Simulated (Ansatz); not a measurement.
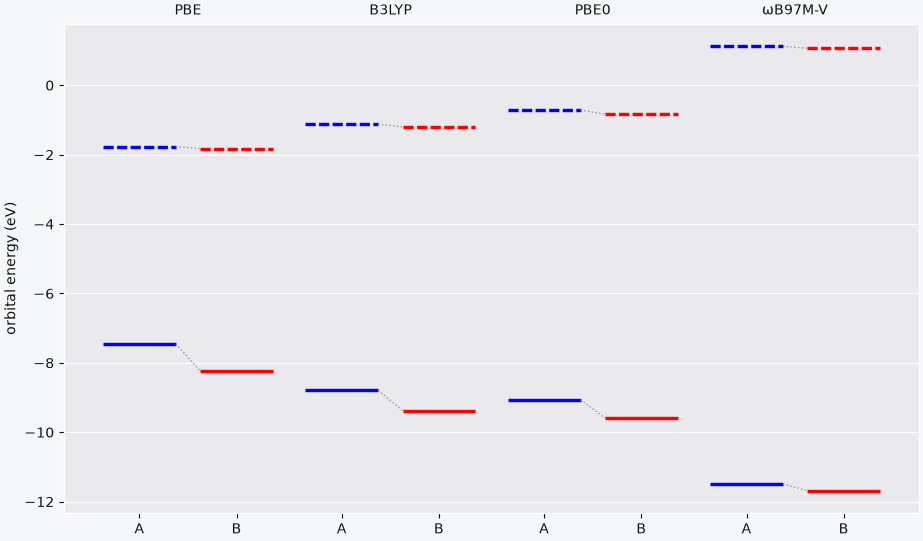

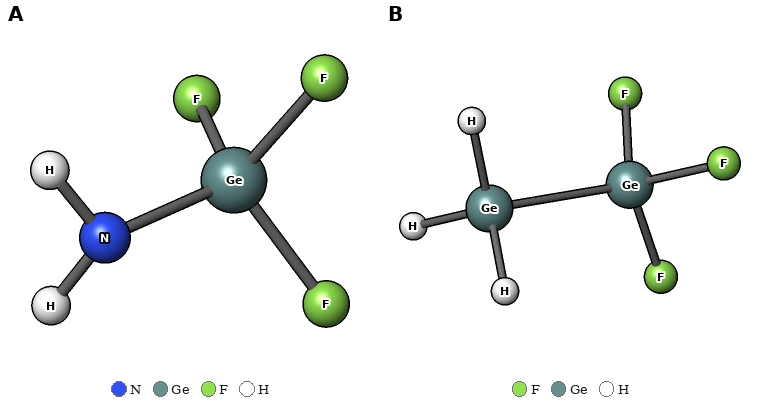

One change: A, GeNH₂F₃ (SMILES [NH2][Ge]([F])([F])[F]), becomes B, Ge₂H₃F₃ (SMILES [F][Ge]([F])([F])[GeH3]). NH₂ on Ge is replaced by GeH₃. HOMO (solid) and LUMO (dashed) computed in def2-TZVPP at PBE0-D4/def2-TZVP geometries, both minima by their frequencies, gas phase, the Ansatz code 0.2.0. Empty levels above zero depend strongly on the basis.

What does the change do to HOMO and LUMO?

PBE: the HOMO falls by 0.78 eV, the LUMO falls by 0.06 eV, and the separation goes from 5.68 to 6.41 eV. B3LYP: the HOMO falls by 0.58 eV, the LUMO falls by 0.08 eV, and the separation goes from 7.67 to 8.18 eV. PBE0: the HOMO falls by 0.53 eV, the LUMO falls by 0.12 eV, and the separation goes from 8.35 to 8.76 eV. ωB97M-V: the HOMO falls by 0.19 eV, the LUMO falls by 0.05 eV, and the separation goes from 12.61 to 12.75 eV.

Do the functionals agree on the effect?

They agree on the direction for both levels; the HOMO shift lies between −0.78 and −0.19 eV and the LUMO shift between −0.12 and −0.05 eV, while the separations themselves differ by up to 6.9 eV between functionals.
